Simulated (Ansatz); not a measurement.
AlF$_{3}$

```yaml
atoms:
  - { symbol: F, position_ang: [0.8657, -0.7535, 1.1706] }
  - { symbol: Al, position_ang: [0.0138, -0.0151, -0.0051] }
  - { symbol: F, position_ang: [-1.4389, -0.6023, -0.4498] }
  - { symbol: F, position_ang: [0.6149, 1.3107, -0.7360] }
```

Geometry: PBE0-D4/def2-TZVP.

The calculation used RKS PBE0-D4/def2-TZVPP (Ansatz 0.2.0).

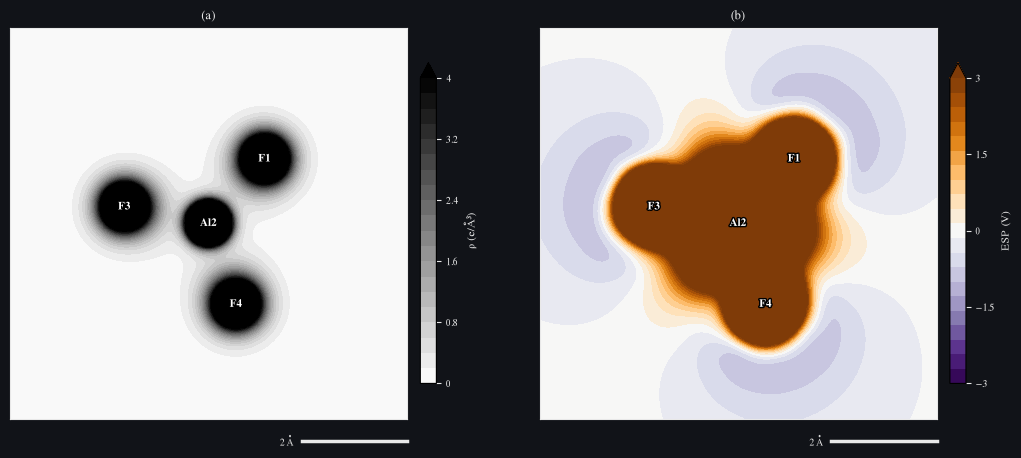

Figure 1. (a) total electron density; (b) molecular electrostatic potential on the molecular plane.

### What does the map show?

- Atoms in the plane: F and Al.
- Al–F (1.63 Å): the density is about 0.96 e/Å³ at the midpoint.
- Outside the dense part of the molecule the potential is most negative (−0.9 V) near F1, F3 and F4.

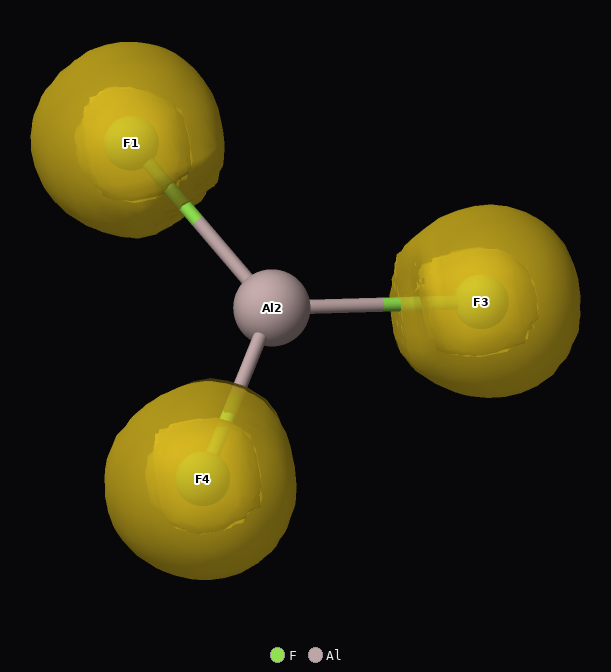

Figure 2. Isosurface of the electron localisation function at 0.8 (yellow), seen at a tilt. Only the valence region is drawn (cores and ρ < 0.01 e/Å³ removed).

### Describe the localisation domains.

The surface consists of three regions wrapped around F (the valence shell of each).


Al–F (1.63 Å): the ELF peaks at about 0.85 in the valence shell of F, 0.6 Å from its nucleus, and is about 0.35 at the midpoint.

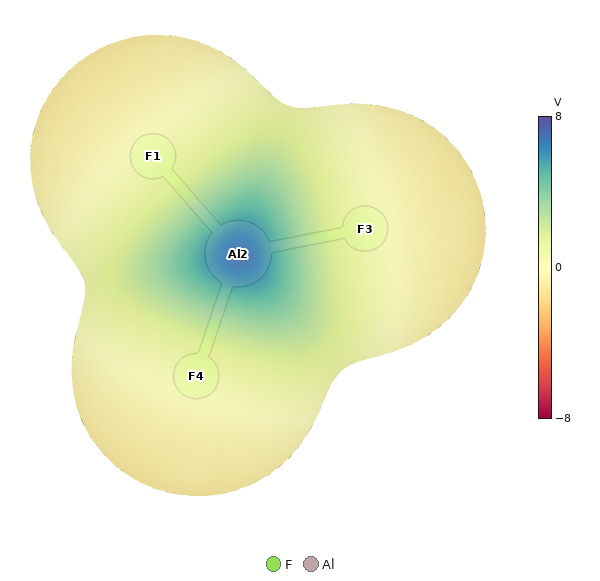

Figure 3. The electrostatic potential painted on the density surface at 0.002 e/bohr³, seen across its widest extent; the colour scale runs from red (negative) to blue (positive).

### Describe the electrostatic potential map.

The most negative region (about −0.9 V, or −21 kcal/mol for a unit charge) lies over F1, F3 and F4, the most positive (about +6.6 V, or +152 kcal/mol for a unit charge) over Al2.
